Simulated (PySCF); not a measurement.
# C₂H₃ClO₂, SMILES `O=C=O.CCl`: electronic structure

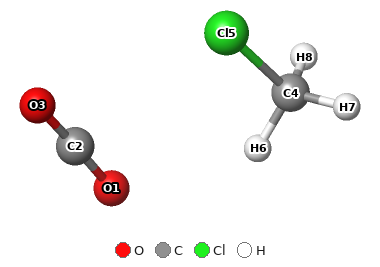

The molecule, with its atoms numbered as below. The pair's geometry is semi-empirical, so its contact may be too short or too long.

Geometry (Å), atoms numbered from 1:

```
O1      -1.3108   -1.2747   -0.0054
C2      -1.7355   -0.2109   -0.0000
O3      -2.1863    0.8390    0.0058
C4       1.9820   -0.8212    0.0060
Cl5      1.1821    0.7674   -0.0036
H6       1.2123   -1.5858    0.0492
H7       2.6250   -0.8704    0.8790
H8       2.5646   -0.9117   -0.9053
```

## 1. Bonding charge

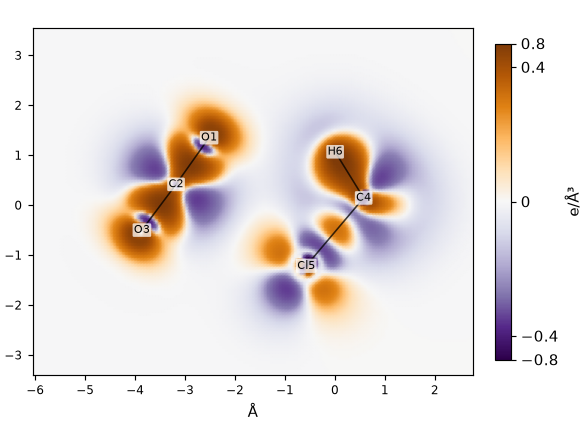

Deformation density (molecule less spherical, spin-averaged free atoms) in the plane of O1, C2, O3, C4, Cl5 and H6; colour scale in e/Å³, logarithmic beyond ±0.1; orange: gain, purple: loss.

Level of theory: CAM-B3LYP/def2-SVPD (PySCF), at a geometry from GFN2-xTB.

> How much density has each bond in this plane gained at its critical point, relative to the free atoms?

C2–O3: +0.82 e/Å³ at the bond critical point (bond length 1.14 Å). O1–C2: +0.81 e/Å³ at the bond critical point (bond length 1.15 Å). C4–H6: +0.77 e/Å³ at the bond critical point (bond length 1.09 Å). C4–Cl5: +0.15 e/Å³ at the bond critical point (bond length 1.78 Å). In all, 1.9 electrons gather in the regions of gain relative to the promolecule.

> Where do the Hirshfeld charges lie?

The highest Hirshfeld charge is on C2 (+0.33 e), the lowest on O3 (−0.18 e).

## 2. Electrostatic potential

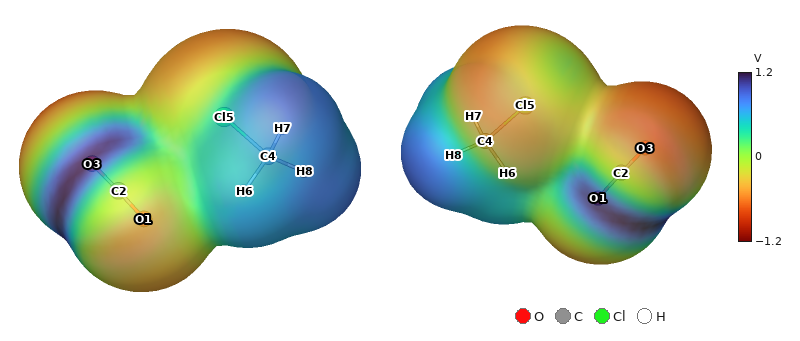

Electrostatic potential on the surface of electron density 0.001 a.u. (back view left, front view right).

> Where are the extremes of the potential on the surface?

Highest: 1.16 V, 1.7 Å from C2, and at like points elsewhere. Further maxima include 0.90 V, 1.3 Å from H8, and at like points elsewhere; 0.80 V, near H8 (1.72 Å), H7 (1.84 Å), C4 (1.84 Å) and H6 (1.91 Å). Lowest: −0.75 V, 1.7 Å from O3. Further minima include −0.57 V, 2.1 Å from Cl5; −0.49 V, 1.7 Å from O1. The surface is sampled at points, so like sites can differ by a few per cent and only the strongest of them is named.

> What volume does the surface enclose, and what is the dipole moment?

About 107 Å³; the dipole moment is 2.0 D.

## 3. Weak contacts

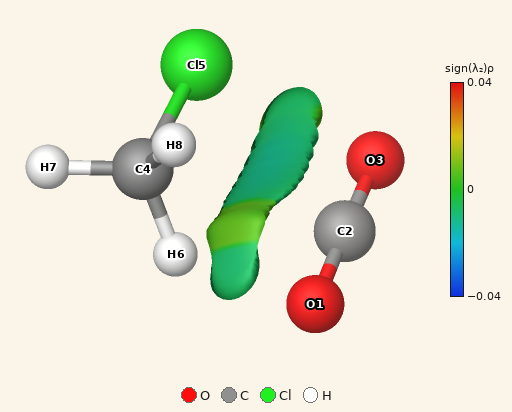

Non-covalent interaction surfaces between the fragments (reduced density gradient s = 0.6, coloured by sign(λ₂)ρ in a.u.; trimmed to the region between the fragments where ρ is under 0.06 a.u.). Fragment A: CO2 (atoms 1–3); fragment B: H3CCl.

> Which interactions hold the two fragments together?

Bond critical points between the fragments: O1···H6, weak C–H hydrogen bond, 2.54 Å, ρ = 0.008 a.u.; C2···Cl5, 3.08 Å, ρ = 0.011 a.u., a bond path close to vanishing (ellipticity 1.6). All are weak and appear green, as weak hydrogen bonds do. Several contacts close a ring, whose ring point adds a part with positive λ₂ between them. The pose is a local one from a semi-empirical search, not shown to be the most stable.

> How strongly are they bound?

The counterpoise-corrected interaction energy of the frozen fragments is −1.2 kcal/mol without dispersion correction and −2.3 kcal/mol with D3(BJ). The pair geometry is semi-empirical, not a minimum at this level.

The PySCF runs shown took 14 s and 33 s on 1 thread of Arm Neoverse V2 (shared host).
